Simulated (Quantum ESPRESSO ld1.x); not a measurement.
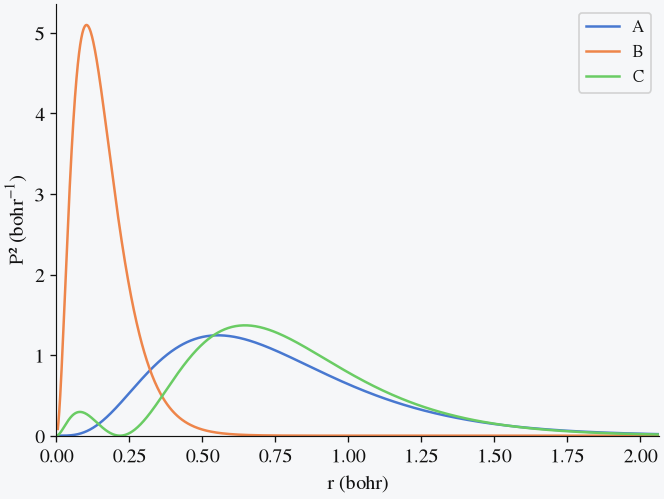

Ne³⁺ (Z = 10, 7 electrons) in the configuration [He] 2s2 2p3 (2p: 2.625 up, 0.375 down). Method: non-relativistic Kohn-Sham, LDA (Slater exchange, Perdew-Wang correlation), spin-polarised, spherical densities, point nucleus; computed with Quantum ESPRESSO ld1.x 7.5.

The plot shows the radial probability densities P² of 2s up, 1s up and 2p up.

Which curve belongs to which orbital?

Answer. A is 2p up; B is 1s up; C is 2s up. 1s up: outer maximum at 0.103 bohr, ⟨r⟩ = 0.159 bohr, 0 nodes, eigenvalue −909.1 eV; 2p up: outer maximum at 0.554 bohr, ⟨r⟩ = 0.746 bohr, 0 nodes, eigenvalue −83.1 eV; 2s up: outer maximum at 0.645 bohr, ⟨r⟩ = 0.794 bohr, 1 node, eigenvalue −105.0 eV.
